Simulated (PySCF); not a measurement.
Molecule: SMILES CC(=O)[SiH2]B(O)O (C2H7BO3Si). Atoms near the plane z = 0.0 Å, at the GFN2-xTB optimised geometry (x, y, z in Å): C1 (2.5, 1.2, -0.4), C2 (1.0, 0.8, -0.2), O3 (0.1, 1.6, -0.1), Si4 (0.5, -1.1, 0.0), B5 (-1.4, -1.1, 0.0), O6 (-2.2, 0.1, 0.0), O7 (-2.1, -2.3, 0.0), H9 (2.6, 2.3, -0.4), H10 (3.1, 0.8, 0.4), H12 (1.3, -1.7, -1.1), H13 (-1.6, 0.9, 0.0), H14 (-3.1, -2.2, 0.0).

Computed with B3LYP/def2-TZVP in PySCF. Cells within 0.4 Å of a nucleus heavier than hydrogen are left out (blank, or x). The values are rescaled to run from 0 to 1.

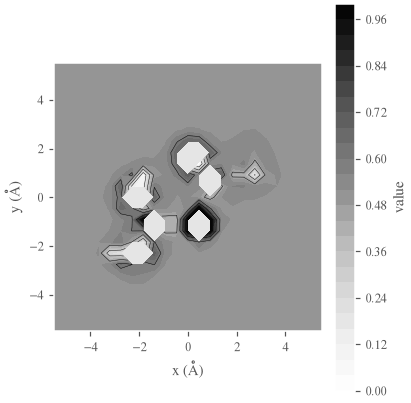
Figure. a field on the plane z = 0.0 Å.

Problem. Which quantity is mapped?
(A) deformation density (molecule minus spherical neutral atoms)
(B) Laplacian of the electron density
(C) electron localisation function
(D) log10 of the electron density

Solution. B, Laplacian of the electron density. In full: Laplacian of the electron density (e/bohr⁵), clipped to [-1.50, 1.50].
